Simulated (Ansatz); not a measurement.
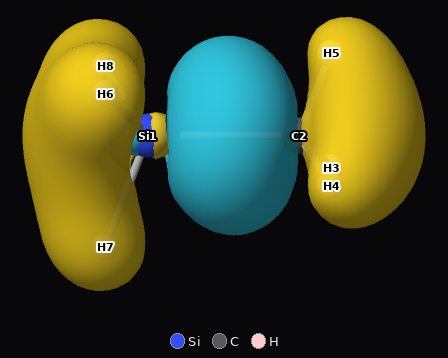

CH₆Si (SiMeH3). The HOMO at ±0.1 Å⁻³ᐟ² (yellow and cyan are the two phases), seen from one side.

Geometry: r2SCAN-D4/def2-TZVP.

Theory: Ansatz, RKS PBE0-D4/def2-TZVP.

Input

```
crystal:
  periodic: [false, false, false]
  atoms:
    - {symbol: Si, position_ang: [-0.001992, 0.003007, -0.884570]}
    - {symbol: C, position_ang: [0.002253, -0.003385, 0.986233]}
    - {symbol: H, position_ang: [-1.016919, 0.037160, 1.376847]}
    - {symbol: H, position_ang: [0.549449, 0.857726, 1.376100]}
    - {symbol: H, position_ang: [0.476889, -0.909051, 1.370156]}
    - {symbol: H, position_ang: [1.388130, -0.031142, -1.411617]}
    - {symbol: H, position_ang: [-0.667703, 1.227746, -1.402433]}
    - {symbol: H, position_ang: [-0.730108, -1.182061, -1.410715]}
basis:
  gaussian: {orbitals: def2-TZVP, initial_orbitals: start.molden}
hamiltonian: {xc: pbe0, dispersion: d4}
output: {orbitals: {seedname: orbitals}}
```

Launched as:

```sh
ansatz run in.yaml --threads 4 --pin off --events-out ev --progress --plain --max-ram 3916MiB
```

Q: What is the character of this orbital?

A: By Hirshfeld shares it lies mainly on C2 (about 45 %) and Si1 (about 30 %). Its energy is −9.22 eV.
